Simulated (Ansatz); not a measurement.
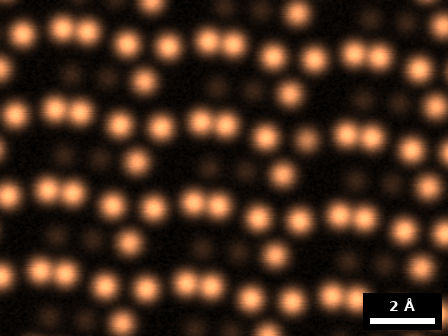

Dark-field STEM-like image of ZnSe4N2 (I-4, No. 82) along [101]. Simulation: incoherent imaging, intensity Z^1.7 per atom, probe width 0.53 Å, thin sample. The display is stretched by a gamma of 0.65; percentages refer to the linear signal. Shot noise and a slight drift were added.

The sample is 2 repeats (23.7 Å) thick. One point defect was put into the perfect crystal, without relaxing the atoms around it. Brightness is counted from the darkest point of the image. Host structure: coordinates from a relaxation with DFT, PAW plane waves, pbe in Ansatz; the starting structure was generated, so it need not be a known form of this composition.

Where is the defect (in Å from the left and the top edge), and what does its contrast suggest?

At about 10 Å from the left and 4 Å from the top. The column is dimmer, which points to a vacancy or a lighter atom. The column holds 2 atoms (Se) through the sample, and one Se atom is missing, so its peak drops to about 50 % of that of its equals.
